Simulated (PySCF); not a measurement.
# C₅H₉ClOSi: electronic excitations

What electronic excitations should C₅H₉ClOSi (`O=C(/C=C/Cl)CC[SiH3]`) show?

Computed with PySCF 2.14.0, with density-fitted response routines of our own, on a single molecule in the gas phase. Atoms count from 0, in the outputs and in this text.

### Step 1. Starting geometry

17 atoms, charge 0, multiplicity 1; geometry from: GFN2-xTB.

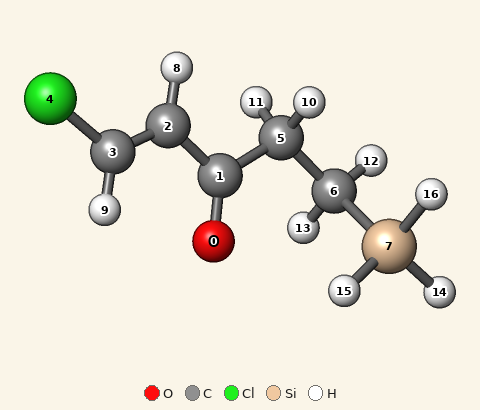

As it starts; oxygen red, carbon grey, chlorine green, silicon light orange, hydrogen white, atoms numbered.

### Step 2. Ultraviolet spectrum: CAM-B3LYP/def2-SVPD

Job settings and geometry (Å):

```
{"job": {"kind": "uv", "xc": "CAM-B3LYP", "basis": "def2-SVPD", "nstates": 8, "ntriplets": 3}, "charge": 0, "multiplicity": 1}
O      0.510930     0.023081    -1.483562
C      0.769403    -0.172900    -0.317698
C      2.116379     0.051524     0.249156
C      3.095350     0.534303    -0.512430
Cl     4.674547     0.829427     0.048334
C     -0.243030    -0.674332     0.682823
C     -1.621748    -0.876246     0.068178
Si    -2.466645     0.748127    -0.462234
H      2.270903    -0.182012     1.291430
H      2.930979     0.771214    -1.554723
H     -0.284868     0.040427     1.509599
H      0.143969    -1.613772     1.093704
H     -2.253874    -1.395304     0.791075
H     -1.523793    -1.535419    -0.795092
H     -3.795722     0.401285    -0.971550
H     -1.713556     1.492229    -1.461762
H     -2.616222     1.570400     0.747632
```

Method: TDDFT CAM-B3LYP/def2-SVPD, vertical, gas phase, core orbitals frozen in the response.

Launch:

```console
$ OMP_NUM_THREADS=1 python probes_run.py task.json out
```

One launch serves the whole session: the jobs run in the order shown.

The program printed:

```text
coarse grid: 15344 points
cycle   1  E = -1019.9976453092  dE =  1.107e+00  |g| = 8.439e-01  |ddm| = 7.256e+00
cycle   2  E = -1019.7339621266  dE =  2.637e-01  |g| = 1.473e+00  |ddm| = 3.334e+00
cycle   3  E = -1020.1550724327  dE = -4.211e-01  |g| = 9.860e-02  |ddm| = 2.277e+00
cycle   4  E = -1020.1566177898  dE = -1.545e-03  |g| = 6.574e-02  |ddm| = 3.279e-01
cycle   5  E = -1020.1576419071  dE = -1.024e-03  |g| = 1.524e-02  |ddm| = 1.424e-01
cycle   6  E = -1020.1576998931  dE = -5.799e-05  |g| = 4.802e-03  |ddm| = 5.488e-02
cycle   7  E = -1020.1577076110  dE = -7.718e-06  |g| = 1.795e-03  |ddm| = 1.411e-02
final grid: 139272 points
cycle   8  E = -1020.3003444850  dE = -3.143e-05  |g| = 4.495e-03  |ddm| = 1.027e-01
cycle   9  E = -1020.3003425513  dE =  1.934e-06  |g| = 5.655e-03  |ddm| = 1.684e-02
cycle  10  E = -1020.3003493551  dE = -6.804e-06  |g| = 8.492e-04  |ddm| = 8.901e-03
cycle  11  E = -1020.3003494917  dE = -1.365e-07  |g| = 2.354e-04  |ddm| = 1.338e-03
cycle  12  E = -1020.3003495033  dE = -1.159e-08  |g| = 8.575e-05  |ddm| = 5.457e-04
cycle  13  E = -1020.3003495051  dE = -1.829e-09  |g| = 1.848e-05  |ddm| = 2.802e-04
cycle  14  E = -1020.3003495052  dE = -1.558e-10  |g| = 8.135e-06  |ddm| = 6.067e-05
converged SCF energy = -1020.3003495052

Static polarisability (au): isotropic 106.554, principal 80.572 93.407 145.683

Singlet excitations
state   eV       nm        f      main configurations
  1   3.9119    316.9   0.00009   H->L 0.88
  2   5.5299    224.2   0.45710   H-1->L 0.92
  3   6.3789    194.4   0.00013   H-5->L 0.51, H-3->L 0.21, H-4->L 0.18
  4   6.5860    188.3   0.01039   H-2->L 0.94
  5   7.1656    173.0   0.00203   H-1->L+2 0.44, H-1->L+1 0.24
  6   7.2013    172.2   0.00258   H->L+1 0.29, H->L+6 0.25, H->L+3 0.13
  7   7.3345    169.0   0.01249   H->L+1 0.55, H->L+6 0.17
  8   7.5118    165.1   0.00069   H-5->L 0.36, H-3->L 0.28, H-4->L 0.12

Triplet excitations (Tamm-Dancoff, eV): 3.3916 3.4671 5.8046
```

Run time: 74 s. Hardware: 1 thread of Arm Neoverse V2, shared host; peak memory 1.1 GiB.

Frontier orbitals and where they lie:

| orbital | eV | atoms |
| --- | --- | --- |
| HOMO−3 | -10.80 | Si7 29 %, H16 20 %, Cl4 18 % |
| HOMO−2 | -10.10 | C6 35 %, Si7 24 %, C5 11 % |
| HOMO−1 | -9.23 | Cl4 28 %, C2 27 %, C3 21 % |
| HOMO | -9.12 | O0 54 %, C1 11 %, C5 10 % |
| LUMO | -0.92 | C3 26 %, C1 20 %, O0 17 % |
| LUMO+1 | 1.03 | Si7 15 %, C5 14 %, H11 9 % |
| LUMO+2 | 1.51 | Cl4 75 %, C3 16 % |

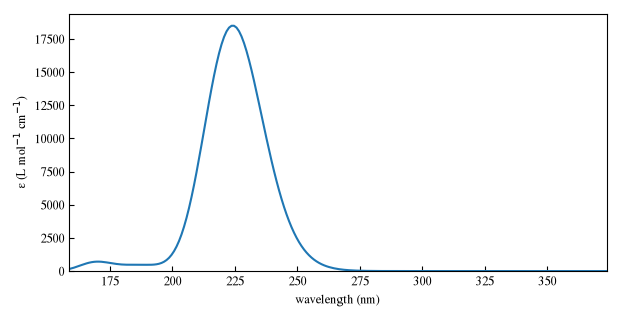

Absorption spectrum: each of the 8 states is a Gaussian band of 0.4 eV half-width at 1/e. Beyond the last state computed it falls off for lack of states.

Ground-state properties from the same run:

| property | computed |
| --- | --- |
| dipole moment (D) | 2.34 |
| polarisability (Å³) | 15.79 |
| HOMO–LUMO gap (eV) | 8.21 |
| −ε(HOMO) (eV) | 9.12 |

### Step 3. What came out

| quantity | value |
| --- | --- |
| lowest singlet (CAM-B3LYP/def2-SVPD) | 3.91 eV (317 nm), f = 0.000 |
| brightest single state of those computed | state 2, 5.53 eV, f = 0.457 |
| lowest triplet | 3.39 eV |

The lowest singlet, at 3.91 eV, is HOMO→LUMO 0.88 and is dark; of the 8 states computed, the strongest absorption comes from state 2 at 5.53 eV. The lowest triplet lies 0.52 eV below the lowest singlet (triplets in Tamm-Dancoff, singlets in full TDDFT).
